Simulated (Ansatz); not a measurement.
A series of calculations on C4H9NOSi

## 1. Relaxation

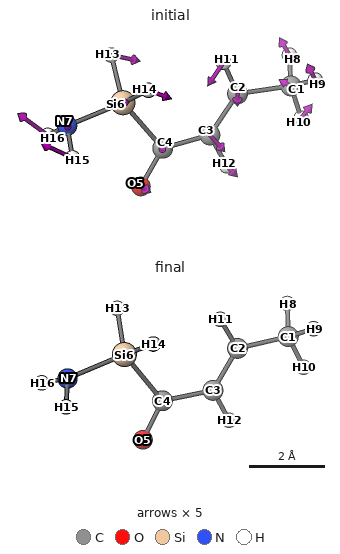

The structure of C4H9NOSi before (top) and after (bottom) a relaxation, at one scale. The purple arrows give the displacements, 5 times their true length.

Style: ball-and-stick. Shown at a tilt.

The run prepares an end point of a later path (torsion) calculation, from a guessed geometry.

These are results of RHF/def2-SVP (Ansatz 0.2.0), not measurements.

The input:
```yaml
crystal:
  periodic: [false, false, false]
  atoms:
    - { symbol: C, position_ang: [2.0602, -1.5186, 1.7403] }
    - { symbol: C, position_ang: [0.9319, -0.8884, 0.8694] }
    - { symbol: C, position_ang: [0.9157, 0.3909, 0.4386] }
    - { symbol: C, position_ang: [0.0098, 1.0773, -0.4001] }
    - { symbol: O, position_ang: [0.0853, 2.241, -0.7181] }
    - { symbol: Si, position_ang: [-1.6152, 0.2385, -1.0697] }
    - { symbol: "N", position_ang: [-2.5711, 1.2583, -2.014] }
    - { symbol: H, position_ang: [1.6207, -1.8178, 2.6612] }
    - { symbol: H, position_ang: [2.4802, -2.3035, 1.2561] }
    - { symbol: H, position_ang: [2.7979, -0.747, 1.9918] }
    - { symbol: H, position_ang: [0.1257, -1.5711, 0.6286] }
    - { symbol: H, position_ang: [1.7868, 1.0554, 0.7532] }
    - { symbol: H, position_ang: [-2.5296, -0.2416, 0.0147] }
    - { symbol: H, position_ang: [-1.295, -0.9144, -1.9218] }
    - { symbol: H, position_ang: [-2.0123, 1.6145, -2.7583] }
    - { symbol: H, position_ang: [-2.8138, 2.1038, -1.4277] }
basis:
  gaussian: { orbitals: def2-SVP }
hamiltonian:
  xc: hf
relax:
  f_tol: 0.015
  max_steps: 40
output:
  orbitals: {}
```

Launched with:
```bash
ansatz run input.yaml --threads 2 --pin off --max-ram 3072MiB --backend cpu --events-out ev --progress --plain --runs-dir out
```

Question: What changed between the two?

Answer: The energy falls by 0.754 eV in 9 accepted moves (10 points after the start). The largest force component goes from 4.5 to 0.0085 eV/Å. The line search rejected the trial step at point 7 of the run. H16 moves most after the best rigid fit: 0.25 Å. Largest moves by element: H 0.25 Å, C 0.14 Å, O 0.08 Å, Si 0.04 Å, N 0.04 Å. Some distances before and after: C1–H9 1.013 → 1.093 Å, C3–C4 1.413 → 1.486 Å, C1–C2 1.558 → 1.497 Å, N7–H16 1.057 → 1.002 Å. Bond angles that change, for instance: Si6–N7–H15 108.4° → 119.0°, C2–C3–C4 131.1° → 124.0°, C3–C4–O5 125.7° → 119.5°.

Limits of the set-up: Hartree-Fock leaves out electron correlation.

## 2. Relaxation

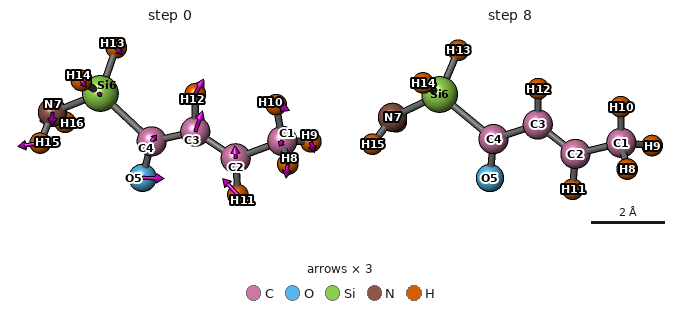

The structure of C4H9NOSi before (left) and after (right) a relaxation, at one scale. The purple arrows give the displacements, magnified 3 times.

A ball-and-stick model, seen at a tilt.

The run prepares an end point of a later path (torsion) calculation, from a guessed geometry.

These are results of Ansatz, RHF/def2-SVP, not measurements. Set-up: no spin polarisation; force threshold 0.015 eV/Å; at most 40 steps.

What changed between the two?

Answer. The energy falls by 18.0 kcal/mol in 8 geometry steps. The largest force component goes from 4.5 to 0.012 eV/Å. H16 moves most after the best rigid fit: 0.25 Å. By element the largest moves are H 0.25 Å, O 0.22 Å, C 0.22 Å, N 0.14 Å, Si 0.05 Å. Among the contacts that change: C3–C4 1.413 → 1.494 Å, C1–H9 1.013 → 1.093 Å, C1–C2 1.558 → 1.496 Å, N7–H16 1.057 → 1.002 Å. Bond angles that change, for instance: Si6–N7–H15 108.4° → 119.3°, C2–C3–C4 131.1° → 121.8°, C4–Si6–H13 113.5° → 107.2°. Cost: 20 s on 2 threads of Intel(R) Xeon(R) Platinum 8488C (Sapphire Rapids) (shared host), peak memory 0.42 GiB.

Limits of the set-up: Hartree-Fock leaves out electron correlation.

## 3. Path

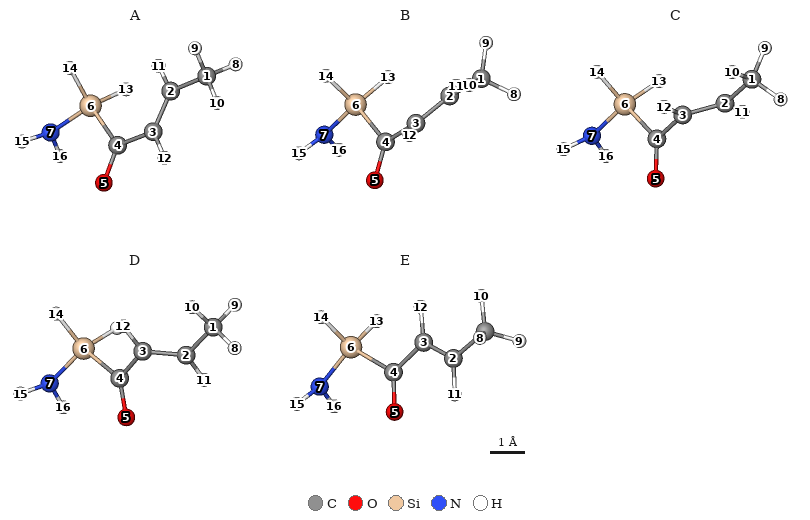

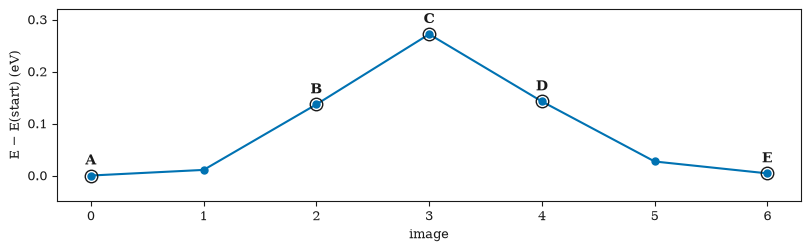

A search for the minimum-energy path of C4H9NOSi by the nudged elastic band. Images are numbered from 0 (start) to 6 (end). Frames A to E are images 0, 2, 3, 4, 6. Style: ball-and-stick. Shown from a free direction.

Computed with RHF/def2-SVP (Ansatz). Settings: 5 movable images; climbing image; force threshold 0.05 eV/Å; iteration limit 60; starting path by image-dependent pair potential.

### What happens along the path, and what is the barrier?

The motion is a rotation about the C3–C4 bond by about 180°. No bond forms or breaks between the ends. Among the angles between lasting bonds that change up to the highest image: C3–C4–Si6 124.2° → 119.2°, O5–C4–Si6 116.3° → 119.4°. The energy climbs by 0.272 eV to image 3 and then falls by 0.268 eV, so the end point sits at 0.004 eV. The band converged in 12 iterations. The largest component of the band force went from 0.86 to 0.027 eV/Å. The climbing image converged on the top of the path. Its vibrational analysis gives one imaginary mode (127i cm⁻¹), as a transition state must have.

Limits of the set-up: Hartree-Fock leaves out electron correlation.

Cost: 2.1 min on 2 threads of Intel(R) Xeon(R) Platinum 8488C (Sapphire Rapids), with other jobs on the host, peak memory 0.43 GiB.
